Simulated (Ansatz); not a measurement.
Cost and result by functional for the adsorption energy of CH3 on the 1x1 (0001) surface of hcp Ru, one in a 2x2 cell, started at the site 'hollow Ru-Ru-Ru', in Ansatz (plane waves, PAW). Single points on the PBE structure, on one kind of machine; costs are rough ratios of the slab run's core time (references not counted) to the cheapest single point. r2SCAN's cost holds its higher cutoff (500 against 420 eV). Differences are taken against r2SCAN for comparison alone: no measured value is at hand, so the table doesn't rank accuracy.

Set-up: 20 atoms, 6.3 Å thick at the start under the adsorbate (thin: gaps and levels are the slab's own); mesh 6x6x1; 0.1 eV smearing; dipole correction on; 8 atoms held, the rest relaxed; start symmetry kept, larger cells not searched; no spin, no spin-orbit, no U, no dispersion correction. At the end it is bonded to 3 Ru. In PBE it is, or lies within 0.03 eV of, the lowest of the starts that converged. These notes are the PBE run's. Adsorption energies are against CH4(g) − ½ H2(g). A negative adsorption energy means that the adsorbate is more stable on the surface than in its reference.

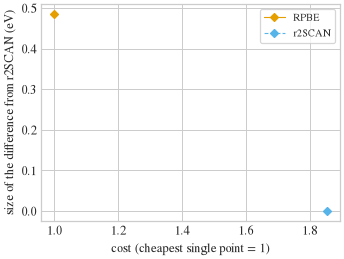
Figure: Difference from r2SCAN against cost

```tsv
functional	relative cost	adsorption energy (eV)	less r2SCAN (eV)
RPBE	1	0.68	0.49
r2SCAN	2	0.19	0.00
PBE (the relaxed run's value)	–	0.35	0.16
```

The values span 0.49 eV, while the single points' costs differ by a factor of roughly 2. Differences are of unrounded values.

Ansatz is a quantum-chemistry and plane-wave program.
